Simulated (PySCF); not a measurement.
Input

```
{"job": {"kind": "uv", "xc": "PBE0", "basis": "def2-SVPD", "nstates": 8, "ntriplets": 3}, "charge": 0, "multiplicity": 1}
C     -2.989252    -0.234677     0.266734
C     -1.524629     0.011929     0.088958
P     -0.294730    -1.139359     0.410308
C      1.040561    -0.057592    -0.048303
Si     2.867116    -0.547479     0.009505
C      0.649123     1.168194    -0.448373
F      1.501845     2.130454    -0.834612
S     -1.032995     1.570276    -0.482407
H     -3.564095     0.648102    -0.002891
H     -3.315044    -1.066805    -0.357394
H     -3.210336    -0.491222     1.302780
H      3.413610    -0.423395    -1.342088
H      3.550582     0.360256     0.931336
H      2.907566    -1.929158     0.484281
```

Launched as:

```sh
OMP_NUM_THREADS=1 python probes_run.py task.json out
```

Geometry: GFN2-xTB.

Theory: PBE0/def2-SVPD, SCF density, gas phase (PySCF 2.14.0).

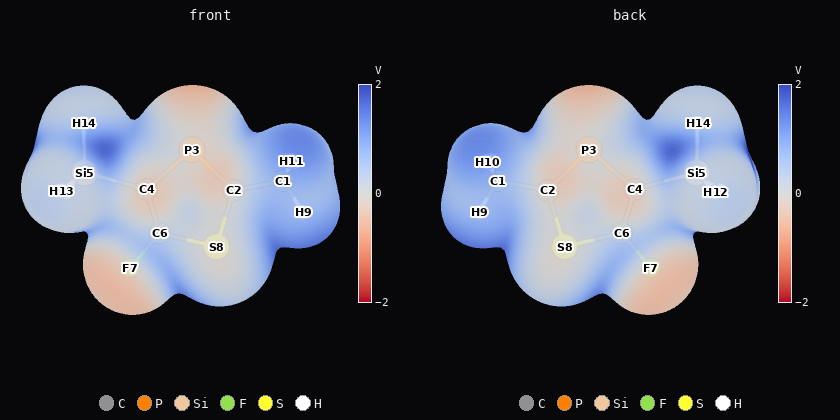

C4H6FPSSi. The molecular electrostatic potential painted on the density surface at 0.004 e/bohr³, seen from the front and from behind; the colour scale runs from red (negative) to blue (positive).

Describe the electrostatic potential map.

The most negative region (about −0.6 V) lies over P3, the most positive (about +1.9 V) over Si5.

How polar is the molecule by this calculation?

Its dipole moment is 1.48 D.
